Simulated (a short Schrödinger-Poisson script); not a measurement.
System: symmetric double-gate stack, SiO2 on p-type Si(111), at 300 K.

```
layer  material  thickness (nm)  Na (cm⁻³)
-----  --------  --------------  ---------
1          SiO2             1.9          -
2            Si               3       1e16
3          SiO2             1.9          -
```

The device is made up for the run: typed textbook-type constants, with dimensions and the other settings drawn at random. SiO2: permittivity 3.9, conduction-band edge (eV) 3.15, gap (eV) 9, electron mass (mₑ) 0.5. Si: permittivity 11.7, conduction-band edge (eV) 0, gap (eV) 1.124, Nv at 300 K (cm⁻³) 3.1e19.

Channel valleys (confinement mass, in-plane density-of-states mass, number): Δ6 0.258, 0.358, 6. At the gates, both at one voltage, the conduction-band edge of layer 1 lies 3.19 eV − eVg above the Fermi level of the channel. Gaps are held at their typed values at every temperature. Mesh 0.03 nm at interfaces.

From a short Schrödinger-Poisson script (our own, NumPy): 1D Poisson equation in equilibrium, electrons quantum, Hartree (BenDaniel-Duke, 12 states a valley, the channel's in-plane mass for all, wave functions ending at the dielectric), parabolic valleys, classical holes, full ionisation, no traps, pinning or gate leakage.

Only gate voltages with over 1e8 electrons/cm² are shown.

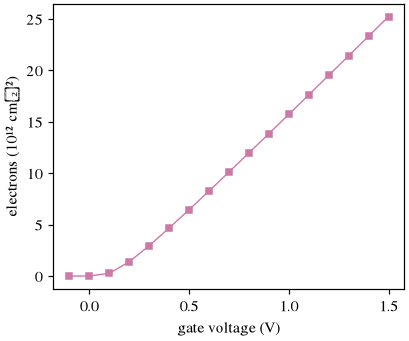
Figure. Sheet density against gate voltage

| Vg (V) | electrons (cm⁻²) | C (μF/cm²) | Δ6 E0 (meV) | Δ6 E1 (meV) |
|---|---|---|---|---|
| -0.1 | 1.95e8 | < 0.003 | 302.1 | 787.7 |
| 0.1 | 2.64e11 | 1.08 | 115.5 | 600.7 |
| 0.3 | 2.94e12 | 2.66 | 51.7 | 533.0 |
| 0.5 | 6.44e12 | 2.89 | 29.5 | 505.7 |
| 0.7 | 1.01e13 | 2.97 | 15.7 | 486.6 |
| 0.9 | 1.38e13 | 3.01 | 5.3 | 470.9 |
| 1.1 | 1.76e13 | 3.03 | -3.3 | 457.0 |
| 1.3 | 2.14e13 | 3.05 | -10.8 | 444.2 |
| 1.5 | 2.52e13 | 3.06 | -17.5 | 432.3 |

Subbands count from the Fermi level. The capacitance is that of both gates.
